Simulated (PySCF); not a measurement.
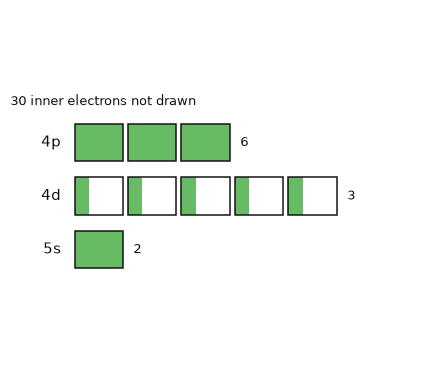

*The outer shells of the nominal configuration: a box for each of the 2l + 1 orbitals, shaded by the share of the shell that is filled, with the electron count at the right.*

# Run report: Zr⁻, atomic calculation

- system: Zr⁻, configuration 1s2 2s2 2p6 3s2 3p6 3d10 4s2 4p6 4d3 5s2, multiplicity 4.
- method: unrestricted B3LYP, def2-QZVPPD with ECP28, scalar-relativistic core potential (PySCF)

### Results in brief

- outcome: converged; a filled orbital lies above zero
- total energy (valence electrons, under a core potential): −46.936661 hartree
- ⟨S²⟩: 3.763
- ⟨L²⟩: 12.02
- SCF iterations: 7
- hardware: 1 CPU thread, shared host
- CPU time: 1.2 s (integrals apart)

### Notes

The highest filled orbital (4d, 1.37 eV) lies above zero. That is common for anions, where the functional's self-interaction leaves the outer electrons unbound; only the finite basis holds them, so such levels depend on it.

### The input
```python
from pyscf import gto, scf, dft, mp, cc
mol = gto.M(atom="Zr 0 0 0", charge=-1, spin=3, symmetry="D2h",
            basis="def2-QZVPPD",
            ecp="def2-QZVPPD")
mf = dft.UKS(mol, xc="B3LYP")
mf.irrep_nelec = {'Ag': (2, 2), 'B1g': (1, 0), 'B2g': (1, 0), 'B3g': (1, 0), 'B1u': (1, 1), 'B2u': (1, 1), 'B3u': (1, 1)}
mf.kernel()
```

The script is an equivalent of what the driver set up; the driver started from orbitals of its own, so the log can be shorter than this script's would be, and it computed the properties (radii, ⟨L²⟩, response) afterwards. It held the occupations shell by shell, which the script's counts by irreducible representation don't always enforce.

### The program's output (extracts)
```
damping factor = 0
level_shift factor = 0
DIIS = <class 'pyscf.scf.diis.CDIIS'>
diis_start_cycle = 1
diis_space = 10
diis_damp = 0
SCF conv_tol = 1e-09
SCF conv_tol_grad = None
number electrons alpha = 8  beta = 5
XC functionals = B3LYP
    P. J. Stephens, F. J. Devlin, C. F. Chabalowski, and M. J. Frisch.,  J. Phys. Chem. 98, 11623 (1994)
cycle= 1 E= -46.9359537938389  delta_E= -0.0106  |g|= 0.0143  |ddm|= 1.59
cycle= 2 E= -46.9363732886031  delta_E= -0.000419  |g|= 0.0189  |ddm|= 0.246
cycle= 3 E= -46.9366396506576  delta_E= -0.000266  |g|= 0.00249  |ddm|= 0.0837
cycle= 4 E= -46.936661173846  delta_E= -2.15e-05  |g|= 0.000188  |ddm|= 0.0781
cycle= 5 E= -46.9366613619343  delta_E= -1.88e-07  |g|= 4.31e-05  |ddm|= 0.00711
cycle= 6 E= -46.9366613648196  delta_E= -2.89e-09  |g|= 1.07e-05  |ddm|= 0.000579
cycle= 7 E= -46.9366613649547  delta_E= -1.35e-10  |g|= 3.1e-07  |ddm|= 0.000105
converged SCF energy = -46.9366613649547  <S^2> = 3.76269  2S+1 = 4.00634
```

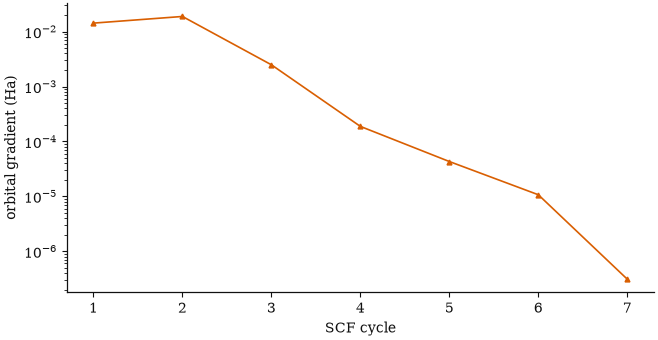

*Convergence: orbital gradient against the SCF cycle.*

The residual falls almost steadily, with no more than small rises or pauses. It goes from 0.014 to 3.1×10⁻⁷ in 7 steps.

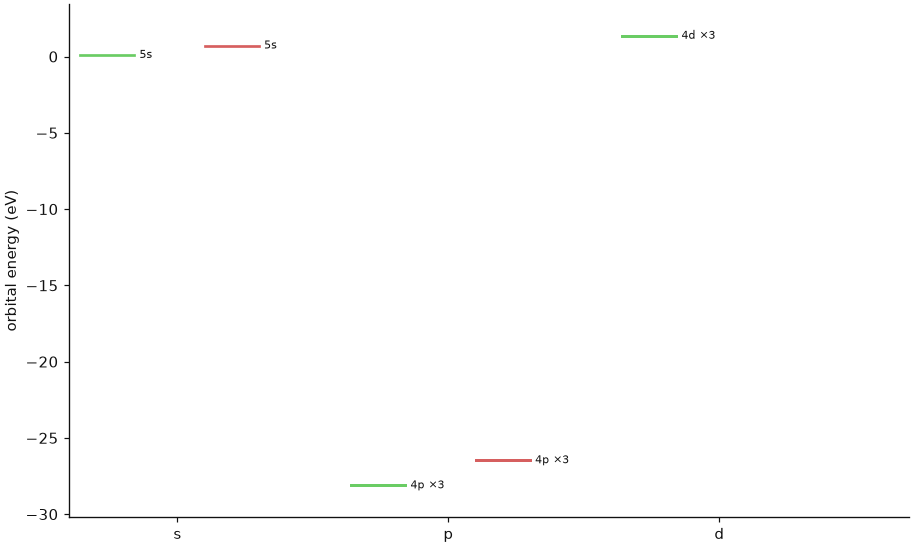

*Orbital energies of the mean field, from the top down to −28.1 eV, by angular momentum, α spin at the left of each column and β at the right; ×n counts the orbitals under one label.*

The highest filled orbital is 4d α at 1.37 eV, the lowest empty one p α at 2.69 eV. A filled level above zero isn't a property of the atom (see the remarks).

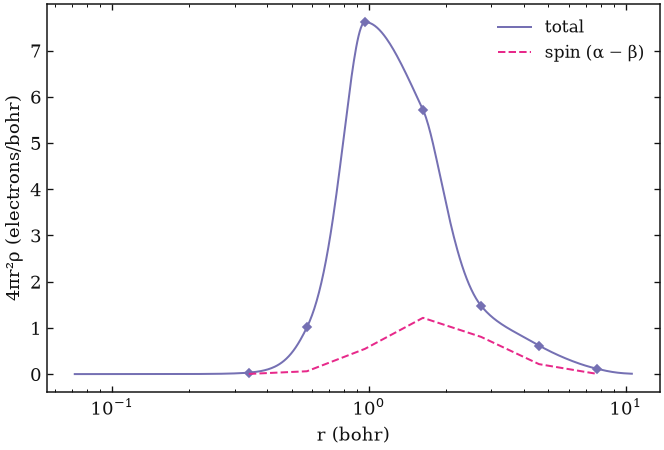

*Spherically averaged radial density 4πr²ρ of the mean field (valence electrons alone, under a core potential) and its spin part; markers are the stored points, which are sparse, and the line is a monotone interpolation between them.*

The largest stored value is 7.62 electrons/bohr at r = 0.97 bohr. Root-mean-square radii of the shells: 4s 1.30, 4p 1.49, 4d 3.01, 5s 4.85 bohr. That of 4d and 5s is set by the basis, since the level lies above zero.
